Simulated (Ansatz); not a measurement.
**Geometry relaxation, with input and output: CH18O9 (part 1 of 2)**

- system: CH18O9 (disordered cell, 28 atoms in the cell)
- method: DFT PBE-D3(BJ), scalar-relativistic, plane waves, PAW, no spin polarisation (Ansatz 0.2.0)

The run did not end well. It belongs to a series of runs on one base structure; here: start relaxed. Figures and captions count atoms from 1; the log counts them from 0 in places.

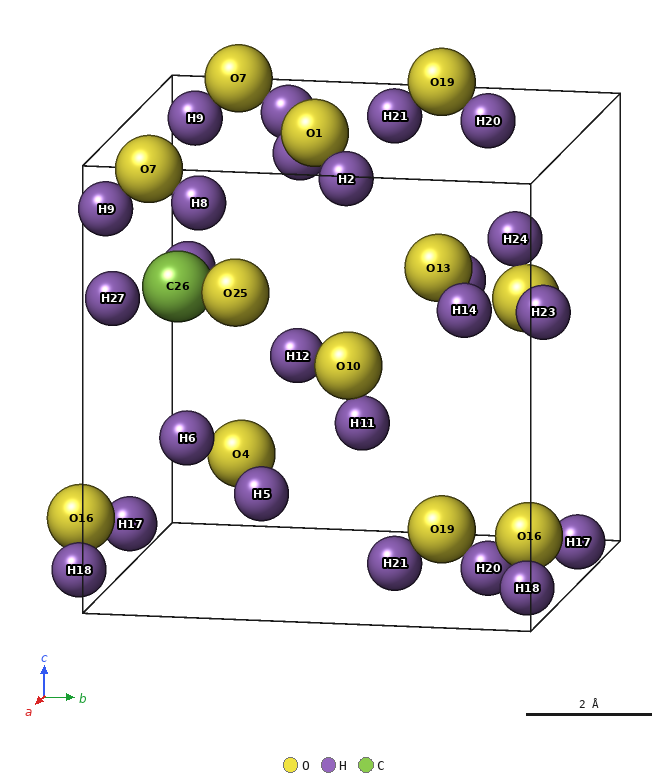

**Figure 1.** The starting structure (spheres-only view of the cell of the calculation, seen slightly off an axis; atoms are numbered from 1 in the order of the input).

**What the run reported**

- outcome: not converged
- hardware: 1 thread of Arm Neoverse V1, 24 GiB of memory available, shared host
- wall time: 42 s
- peak memory: 0.45 GiB

The run did not converge: “geometry relaxation did not converge after 15 steps: max|allowed force component| = 6.79e-1 eV/Å (threshold 3.0e-1). Raise `relax.max_steps` over both its present limit and 15, loosen `relax.f_tol`, or start from a geometry closer to equilibrium …” Its last values are not results. The input asks for low accuracy.

**The input**
```yaml
accuracy: low
crystal:
  lattice:
    - [7.314253, 0.0, 0.0]
    - [0.0, 7.314253, 0.0]
    - [0.0, 0.0, 7.314253]
  atoms:
    - { symbol: O, position: [0.5601466, 0.4302829, 1.002066] }
    - { symbol: H, position: [0.6176354, 0.5115957, 0.9147806] }
    - { symbol: H, position: [0.4592402, 0.3771782, 0.9347364] }
    - { symbol: O, position: [0.6334946, 0.2811505, 0.2938471] }
    - { symbol: H, position: [0.7279018, 0.3446959, 0.2261362] }
    - { symbol: H, position: [0.6934311, 0.1711843, 0.3368648] }
    - { symbol: O, position: [0.9943245, 0.1468866, 0.9979719] }
    - { symbol: H, position: [1.0004269, 0.2589896, 0.9277496] }
    - { symbol: H, position: [1.00091, 0.0513773, 0.9064837] }
    - { symbol: O, position: [0.1052802, 0.4141052, 0.3891918] }
    - { symbol: H, position: [0.0973051, 0.4436237, 0.2603487] }
    - { symbol: H, position: [0.0571879, 0.2909652, 0.3968819] }
    - { symbol: O, position: [0.5692993, 0.7079955, 0.713654] }
    - { symbol: H, position: [0.6491542, 0.7815212, 0.6378078] }
    - { symbol: H, position: [0.4488036, 0.7286885, 0.662781] }
    - { symbol: O, position: [0.7156004, 0.9392174, 0.1531763] }
    - { symbol: H, position: [0.623121, 1.029749, 0.1251214] }
    - { symbol: H, position: [0.8041649, 0.9526044, 0.0556437] }
    - { symbol: O, position: [0.2680105, 0.6550603, 0.0659549] }
    - { symbol: H, position: [0.268222, 0.7584912, -0.0167341] }
    - { symbol: H, position: [0.2674472, 0.5498066, -0.0143995] }
    - { symbol: O, position: [0.082891, 0.8065335, 0.5511245] }
    - { symbol: H, position: [0.2000925, 0.8679413, 0.5457979] }
    - { symbol: H, position: [0.0672443, 0.7784572, 0.679586] }
    - { symbol: O, position: [0.6875232, 0.2784336, 0.664831] }
    - { symbol: C, position: [0.6048197, 0.1338371, 0.6559606] }
    - { symbol: H, position: [0.6756067, 0.0017801, 0.6379937] }
    - { symbol: H, position: [0.4543804, 0.1266325, 0.6653843] }
basis:
  ecutwfc: 420.0
kpoints:
  mp_grid: { grid: [1, 1, 1] }
hamiltonian:
  xc: pbe
  dispersion: d3bj
scf:
  occupations: { method: fermi_dirac, width: 0.02 }
  lower_state_search: "off"
relax:
  f_tol: 0.3
  max_steps: 15
  adjacent_minimum: "off"
```

Command:
```bash
ansatz run input.yaml --threads 1 --pin off --max-ram 3072MiB --backend cpu --events-out ev --progress --plain --runs-dir out
```

**What the program printed**
```
Engine: ansatz 0.2.0, aarch64-unknown-linux-gnu
Pseudopotentials: kind: paw
Pseudopotential: O, paw, valence charge 6, recommended cutoff 420 eV (normal), O.paw.azcp
Pseudopotential: H, paw, valence charge 1, recommended cutoff 420 eV (normal), H.paw.azcp
Pseudopotential: C, paw, valence charge 4, recommended cutoff 420 eV (normal), C.paw.azcp
Functional definition: PBE
  parameter kappa = 0.804
  parameter beta = 0.06672455060314922
  exchange = pbe_x(kappa = kappa, mu = beta*pi^2/3)
  correlation = pbe_c(beta = beta)
Crystal: 28 atoms, lattice volume = 391.300 Å³
Basis set: ecut = 420 eV, 7689 PW (Γ), exchange–correlation on 100×100×100 points (8 copies of the dense FFT grid, shifted against one another)
Bands: 66, of which v1, the nominal top of the filled ones, is band 38 counted from 1 (37 counted from 0)
Symmetry: 1 space group operations
Space group: P1 (ITA 1), of the structure as read, at distance tolerance 7.3e-5 Å
k-points: 1
Non-local potential: O, projectors of the file, l = 0: 2, l = 1: 2, l = 2: 1
Non-local potential: H, projectors of the file, l = 0: 2, l = 1: 1
Non-local potential: C, projectors of the file, l = 0: 2, l = 1: 2, l = 2: 1
PAW form: soft (Blöchl's): semilocal exchange-correlation on the pseudo side does not see the compensation charge
PAW one-centre angular grid: O, 110 points (default); XC on 64 Gauss nodes
PAW one-centre angular grid: H, 110 points (default); XC on 64 Gauss nodes
PAW one-centre angular grid: C, 110 points (default); XC on 64 Gauss nodes
Initial density: superposition of atomic densities (neutral atoms: chi_scale 0, normalization atom), corrected by the library's trained network
Initial wavefunctions: pseudopotential atomic-orbital guess
Functional: x = pbe(κ = 0.804, μ = 0.2195149727645171), c = pbe(β = 0.06672455060314922)
SCF iter   1: F=—  HF=-5642.653588 eV  |F-HF|=—  |Δ(HF+E_count)|=         —  Δρ=4.63e-3  dr2=8.06e-2  ethr=1.77e-3  ⟨swp⟩=7.0  Hψ=339  notcnv=0  defer=3
preconditioner: auto → Resta (q_TF=auto, 2.076 Å⁻¹)  ε∞=2.0  [insulator: Δε(μ)=3.135 eV  Ē_g=16.167 eV  σ=0.020 eV  W_gap=1.00  n_scr=56 (ndim 8)  ℏωp=16.4 eV  f_vac=0.365  D(μ)=0.00/eV (n_scr^D=0)  ε∞_Penn≈2.0]
SCF iter   2: F=—  HF=-5642.623662 eV  |F-HF|=—  |Δ(HF+E_count)|=   2.99e-2  Δρ=2.28e-3  dr2=2.05e-2  ethr=1.06e-4  ⟨swp⟩=2.0  Hψ=99  notcnv=0  defer=20
SCF iter   3: F=—  HF=-5642.617489 eV  |F-HF|=—  |Δ(HF+E_count)|=   6.17e-3  Δρ=1.24e-3  dr2=7.12e-3  ethr=2.69e-5  ⟨swp⟩=2.0  Hψ=92  notcnv=0  defer=20
SCF iter   4: F=—  HF=-5642.615299 eV  |F-HF|=—  |Δ(HF+E_count)|=   2.19e-3  Δρ=6.64e-4  dr2=1.71e-3  ethr=9.36e-6  ⟨swp⟩=2.0  Hψ=92  notcnv=0  defer=20
SCF iter   5: F=—  HF=-5642.615017 eV  |F-HF|=—  |Δ(HF+E_count)|=   2.82e-4  Δρ=2.29e-4  dr2=2.11e-4  ethr=2.25e-6  ⟨swp⟩=2.0  Hψ=106  notcnv=0  defer=20
SCF iter   6: F=-5642.614988 eV  HF=-5642.614992 eV  |F-HF|=3.65e-6  |Δ(HF+E_count)|=   2.50e-5  Δρ=5.75e-5  dr2=1.44e-5  ethr=1.32e-7  ⟨swp⟩=3.0  Hψ=209  notcnv=0
SCF 1 converged in 6 iterations: F = -5642.614988 eV  dr2 = 1.44e-5
  greatest PAW one-centre occupation: 0.881 electrons in one spin orbital (limit 2), on the O atom at site 24 (counted from 0), in its partial waves of l = 0
relax step   1: F+E_penalty+E_count = -5642.61498810 eV  Δ(F+E_penalty+E_count) = +0.000e0 eV  max|allowed force component| = 1.585e0 eV/Å  Δτ_max = 0.0000 Å  (6 SCF iters, dr2 threshold 1.00e-4 eV, accepted)
Initial density: handed on by an earlier stage of this run
Initial wavefunctions: those handed on with the density
iter 1 solved again at ethr=5.84e-4 eV; its pass at ethr=3.10e-3 eV (dr2=4.44e-1 eV) is discarded
SCF iter   1: F=—  HF=-5643.321731 eV  |F-HF|=—  |Δ(HF+E_count)|=         —  Δρ=1.96e-2  dr2=4.64e-1  ethr=5.84e-4  ⟨swp⟩=1.0  Hψ=250  notcnv=0  defer=20
preconditioner: auto → Resta (q_TF=auto, 2.076 Å⁻¹)  ε∞=2.1  [insulator: Δε(μ)=3.068 eV  Ē_g=15.728 eV  σ=0.020 eV  W_gap=1.00  n_scr=56 (ndim 8)  ℏωp=16.1 eV  f_vac=0.370  D(μ)=0.00/eV (n_scr^D=0)  ε∞_Penn≈2.1]
SCF iter   2: F=—  HF=-5643.262123 eV  |F-HF|=—  |Δ(HF+E_count)|=   5.96e-2  Δρ=9.30e-3  dr2=9.82e-2  ethr=5.84e-4  ⟨swp⟩=2.0  Hψ=73  notcnv=0  defer=20
SCF iter   3: F=—  HF=-5643.269582 eV  |F-HF|=—  |Δ(HF+E_count)|=   7.46e-3  Δρ=3.72e-3  dr2=4.03e-2  ethr=1.29e-4  ⟨swp⟩=2.0  Hψ=122  notcnv=0  defer=20
SCF iter   4: F=—  HF=-5643.261432 eV  |F-HF|=—  |Δ(HF+E_count)|=   8.15e-3  Δρ=8.74e-4  dr2=2.35e-3  ethr=5.30e-5  ⟨swp⟩=2.0  Hψ=92  notcnv=0  defer=20
SCF iter   5: F=—  HF=-5643.261379 eV  |F-HF|=—  |Δ(HF+E_count)|=   5.32e-5  Δρ=4.44e-4  dr2=7.26e-4  ethr=3.10e-6  ⟨swp⟩=2.0  Hψ=116  notcnv=0  defer=20
SCF iter   6: F=—  HF=-5643.261281 eV  |F-HF|=—  |Δ(HF+E_count)|=   9.86e-5  Δρ=1.11e-4  dr2=4.45e-5  ethr=1.32e-7  ⟨swp⟩=3.0  Hψ=218  notcnv=0
SCF iter   7: F=-5643.261283 eV  HF=-5643.261287 eV  |F-HF|=3.34e-6  |Δ(HF+E_count)|=   5.94e-6  Δρ=4.26e-5  dr2=5.88e-6  ethr=5.85e-8  ⟨swp⟩=4.0  Hψ=160  notcnv=0
SCF 2 converged in 7 iterations: F = -5643.261283 eV  dr2 = 5.88e-6
  greatest PAW one-centre occupation: 0.882 electrons in one spin orbital (limit 2), on the O atom at site 24 (counted from 0), in its partial waves of l = 0
relax step   2: F+E_penalty+E_count = -5643.26128326 eV  Δ(F+E_penalty+E_count) = -6.463e-1 eV  max|allowed force component| = 1.833e0 eV/Å  Δτ_max = 0.1950 Å  (7 SCF iters, dr2 threshold 1.00e-4 eV, accepted)
iter 1 solved again at ethr=5.07e-4 eV; its pass at ethr=3.10e-3 eV (dr2=3.85e-1 eV) is discarded
SCF iter   1: F=—  HF=-5643.719932 eV  |F-HF|=—  |Δ(HF+E_count)|=         —  Δρ=1.80e-2  dr2=3.83e-1  ethr=5.07e-4  ⟨swp⟩=1.0  Hψ=285  notcnv=0  defer=20
preconditioner: auto → Resta (q_TF=auto, 2.076 Å⁻¹)  ε∞=2.0  [insulator: Δε(μ)=3.424 eV  Ē_g=16.087 eV  σ=0.020 eV  W_gap=1.00  n_scr=56 (ndim 8)  ℏωp=16.4 eV  f_vac=0.368  D(μ)=0.00/eV (n_scr^D=0)  ε∞_Penn≈2.0]
SCF iter   2: F=—  HF=-5643.686355 eV  |F-HF|=—  |Δ(HF+E_count)|=   3.36e-2  Δρ=8.72e-3  dr2=8.82e-2  ethr=5.04e-4  ⟨swp⟩=2.0  Hψ=79  notcnv=0  defer=20
SCF iter   3: F=—  HF=-5643.693923 eV  |F-HF|=—  |Δ(HF+E_count)|=   7.57e-3  Δρ=3.27e-3  dr2=3.20e-2  ethr=1.16e-4  ⟨swp⟩=2.0  Hψ=116  notcnv=0  defer=20
SCF iter   4: F=—  HF=-5643.687074 eV  |F-HF|=—  |Δ(HF+E_count)|=   6.85e-3  Δρ=6.87e-4  dr2=1.84e-3  ethr=4.20e-5  ⟨swp⟩=2.0  Hψ=92  notcnv=0  defer=20
SCF iter   5: F=—  HF=-5643.687037 eV  |F-HF|=—  |Δ(HF+E_count)|=   3.67e-5  Δρ=4.54e-4  dr2=7.74e-4  ethr=2.42e-6  ⟨swp⟩=2.0  Hψ=86  notcnv=0  defer=20
SCF iter   6: F=—  HF=-5643.686910 eV  |F-HF|=—  |Δ(HF+E_count)|=   1.27e-4  Δρ=1.17e-4  dr2=4.09e-5  ethr=1.02e-6  ⟨swp⟩=2.0  Hψ=83  notcnv=0  defer=20
SCF iter   7: F=-5643.686911 eV  HF=-5643.686914 eV  |F-HF|=2.80e-6  |Δ(HF+E_count)|=   3.95e-6  Δρ=3.59e-5  dr2=4.15e-6  ethr=5.38e-8  ⟨swp⟩=4.0  Hψ=168  notcnv=0
[...]
relax step   3: F+E_penalty+E_count = -5643.68691120 eV  Δ(F+E_penalty+E_count) = -4.256e-1 eV  max|allowed force component| = 2.742e0 eV/Å  Δτ_max = 0.1962 Å  (7 SCF iters, dr2 threshold 1.00e-4 eV, accepted)
preconditioner: auto → Resta (q_TF=auto, 2.076 Å⁻¹)  ε∞=2.0  [insulator: Δε(μ)=3.660 eV  Ē_g=16.188 eV  σ=0.020 eV  W_gap=1.00  n_scr=56 (ndim 8)  ℏωp=16.4 eV  f_vac=0.366  D(μ)=0.00/eV (n_scr^D=0)  ε∞_Penn≈2.0]
relax step   4: F+E_penalty+E_count = -5644.11685445 eV  Δ(F+E_penalty+E_count) = -4.299e-1 eV  max|allowed force component| = 2.227e0 eV/Å  Δτ_max = 0.2000 Å  (6 SCF iters, dr2 threshold 1.00e-4 eV, accepted)
preconditioner: auto → Resta (q_TF=auto, 2.076 Å⁻¹)  ε∞=2.0  [insulator: Δε(μ)=3.672 eV  Ē_g=16.209 eV  σ=0.020 eV  W_gap=1.00  n_scr=56 (ndim 8)  ℏωp=16.4 eV  f_vac=0.366  D(μ)=0.00/eV (n_scr^D=0)  ε∞_Penn≈2.0]
  greatest PAW one-centre occupation: 0.880 electrons in one spin orbital (limit 2), on the O atom at site 24 (counted from 0), in its partial waves of l = 0
relax step   5: F+E_penalty+E_count = -5644.58050491 eV  Δ(F+E_penalty+E_count) = -4.637e-1 eV  max|allowed force component| = 2.679e0 eV/Å  Δτ_max = 0.1948 Å  (7 SCF iters, dr2 threshold 1.00e-4 eV, accepted)
preconditioner: auto → Resta (q_TF=auto, 2.076 Å⁻¹)  ε∞=2.0  [insulator: Δε(μ)=3.712 eV  Ē_g=16.282 eV  σ=0.020 eV  W_gap=1.00  n_scr=56 (ndim 8)  ℏωp=16.4 eV  f_vac=0.369  D(μ)=0.00/eV (n_scr^D=0)  ε∞_Penn≈2.0]
relax step   6: F+E_penalty+E_count = -5644.87704704 eV  Δ(F+E_penalty+E_count) = -2.965e-1 eV  max|allowed force component| = 2.168e0 eV/Å  Δτ_max = 0.2000 Å  (7 SCF iters, dr2 threshold 1.00e-4 eV, accepted)
preconditioner: auto → Resta (q_TF=auto, 2.076 Å⁻¹)  ε∞=2.0  [insulator: Δε(μ)=3.754 eV  Ē_g=16.360 eV  σ=0.020 eV  W_gap=1.00  n_scr=56 (ndim 8)  ℏωp=16.4 eV  f_vac=0.375  D(μ)=0.00/eV (n_scr^D=0)  ε∞_Penn≈2.0]
  greatest PAW one-centre occupation: 0.879 electrons in one spin orbital (limit 2), on the O atom at site 24 (counted from 0), in its partial waves of l = 0
relax step   7: F+E_penalty+E_count = -5645.23122803 eV  Δ(F+E_penalty+E_count) = -3.542e-1 eV  max|allowed force component| = 1.106e0 eV/Å  Δτ_max = 0.1941 Å  (7 SCF iters, dr2 threshold 1.00e-4 eV, accepted)
preconditioner: auto → Resta (q_TF=auto, 2.076 Å⁻¹)  ε∞=2.0  [insulator: Δε(μ)=3.746 eV  Ē_g=16.395 eV  σ=0.020 eV  W_gap=1.00  n_scr=56 (ndim 8)  ℏωp=16.4 eV  f_vac=0.380  D(μ)=0.00/eV (n_scr^D=0)  ε∞_Penn≈2.0  vacuum switching on, ρ_ref=1.9e-2 e/Å³]
relax step   8: F+E_penalty+E_count = -5645.44885719 eV  Δ(F+E_penalty+E_count) = -2.176e-1 eV  max|allowed force component| = 9.105e-1 eV/Å  Δτ_max = 0.2000 Å  (6 SCF iters, dr2 threshold 1.00e-4 eV, accepted)
preconditioner: auto → Resta (q_TF=auto, 2.076 Å⁻¹)  ε∞=2.0  [insulator: Δε(μ)=3.755 eV  Ē_g=16.404 eV  σ=0.020 eV  W_gap=1.00  n_scr=56 (ndim 8)  ℏωp=16.4 eV  f_vac=0.383  D(μ)=0.00/eV (n_scr^D=0)  ε∞_Penn≈2.0]
relax step   9: F+E_penalty+E_count = -5645.69405297 eV  Δ(F+E_penalty+E_count) = -2.452e-1 eV  max|allowed force component| = 1.170e0 eV/Å  Δτ_max = 0.1945 Å  (6 SCF iters, dr2 threshold 1.00e-4 eV, accepted)
preconditioner: auto → Resta (q_TF=auto, 2.076 Å⁻¹)  ε∞=2.0  [insulator: Δε(μ)=3.758 eV  Ē_g=16.446 eV  σ=0.020 eV  W_gap=1.00  n_scr=56 (ndim 8)  ℏωp=16.4 eV  f_vac=0.382  D(μ)=0.00/eV (n_scr^D=0)  ε∞_Penn≈2.0  vacuum switching on, ρ_ref=2.0e-2 e/Å³]
  greatest PAW one-centre occupation: 0.878 electrons in one spin orbital (limit 2), on the O atom at site 24 (counted from 0), in its partial waves of l = 0
relax step  10: F+E_penalty+E_count = -5645.87605663 eV  Δ(F+E_penalty+E_count) = -1.820e-1 eV  max|allowed force component| = 9.660e-1 eV/Å  Δτ_max = 0.2000 Å  (6 SCF iters, dr2 threshold 1.00e-4 eV, accepted)
preconditioner: auto → Resta (q_TF=auto, 2.076 Å⁻¹)  ε∞=2.0  [insulator: Δε(μ)=3.693 eV  Ē_g=16.467 eV  σ=0.020 eV  W_gap=1.00  n_scr=56 (ndim 8)  ℏωp=16.4 eV  f_vac=0.388  D(μ)=0.00/eV (n_scr^D=0)  ε∞_Penn≈2.0]
relax step  11: F+E_penalty+E_count = -5646.02643367 eV  Δ(F+E_penalty+E_count) = -1.504e-1 eV  max|allowed force component| = 1.007e0 eV/Å  Δτ_max = 0.1940 Å  (7 SCF iters, dr2 threshold 1.00e-4 eV, accepted)
preconditioner: auto → Resta (q_TF=auto, 2.076 Å⁻¹)  ε∞=2.0  [insulator: Δε(μ)=3.612 eV  Ē_g=16.483 eV  σ=0.020 eV  W_gap=1.00  n_scr=56 (ndim 8)  ℏωp=16.4 eV  f_vac=0.391  D(μ)=0.00/eV (n_scr^D=0)  ε∞_Penn≈2.0]
relax step  12: F+E_penalty+E_count = -5646.14719042 eV  Δ(F+E_penalty+E_count) = -1.208e-1 eV  max|allowed force component| = 9.730e-1 eV/Å  Δτ_max = 0.2000 Å  (6 SCF iters, dr2 threshold 1.00e-4 eV, accepted)
preconditioner: auto → Resta (q_TF=auto, 2.076 Å⁻¹)  ε∞=2.0  [insulator: Δε(μ)=3.521 eV  Ē_g=16.507 eV  σ=0.020 eV  W_gap=1.00  n_scr=56 (ndim 8)  ℏωp=16.4 eV  f_vac=0.394  D(μ)=0.00/eV (n_scr^D=0)  ε∞_Penn≈2.0]
relax step  13: F+E_penalty+E_count = -5646.21151918 eV  Δ(F+E_penalty+E_count) = -6.433e-2 eV  max|allowed force component| = 1.529e0 eV/Å  Δτ_max = 0.1969 Å  (6 SCF iters, dr2 threshold 1.00e-4 eV, accepted)
preconditioner: auto → Resta (q_TF=auto, 2.076 Å⁻¹)  ε∞=2.0  [insulator: Δε(μ)=3.590 eV  Ē_g=16.526 eV  σ=0.020 eV  W_gap=1.00  n_scr=56 (ndim 8)  ℏωp=16.4 eV  f_vac=0.400  D(μ)=0.00/eV (n_scr^D=0)  ε∞_Penn≈2.0  vacuum switching on, ρ_ref=2.0e-2 e/Å³]
  greatest PAW one-centre occupation: 0.877 electrons in one spin orbital (limit 2), on the O atom at site 24 (counted from 0), in its partial waves of l = 0
```
